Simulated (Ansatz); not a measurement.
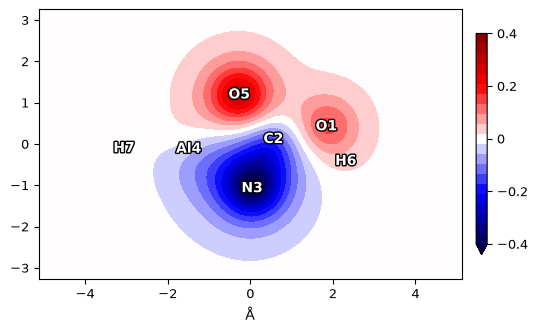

*CH₂AlNO₂. The HOMO−1 on a plane 0.8 Å above the molecular plane (values in Å⁻³ᐟ²; the overall sign is arbitrary).*

Geometry: PBE0-D4/def2-TZVP.

These are results of Ansatz 0.2.0, RKS PBE0-D4/def2-TZVPP, not measurements.

The calculation's input:

```
crystal:
  periodic: [false, false, false]
  atoms:
    - {symbol: O, position_ang: [-0.046143, 0.877928, 1.669480]}
    - {symbol: C, position_ang: [-0.022676, 0.255243, 0.501003]}
    - {symbol: N, position_ang: [-1.010347, -0.356296, -0.067883]}
    - {symbol: Al, position_ang: [0.258544, -0.644704, -1.325961]}
    - {symbol: O, position_ang: [1.183544, 0.293838, -0.117492]}
    - {symbol: H, position_ang: [-0.947774, 0.778709, 2.002191]}
    - {symbol: H, position_ang: [0.646153, -1.272718, -2.707138]}
basis:
  gaussian: {orbitals: def2-TZVPP}
hamiltonian: {xc: pbe0, dispersion: d4}
output: {orbitals: {seedname: orbitals}}
```

Launched as:

```sh
ansatz run in.yaml --threads 2 --pin off --events-out ev --progress --plain --max-ram 4352MiB
```

> Describe this orbital and give its energy.

It lies mainly on N3 (about 45 %), O5 (about 25 %), C2 (about 15 %) and O1 (about 5 %); it changes sign across the molecular plane (π type); π-bonding across C2–Al4; π-antibonding (a node) across C2–O5 and Al4–O5. Its energy is −7.48 eV.
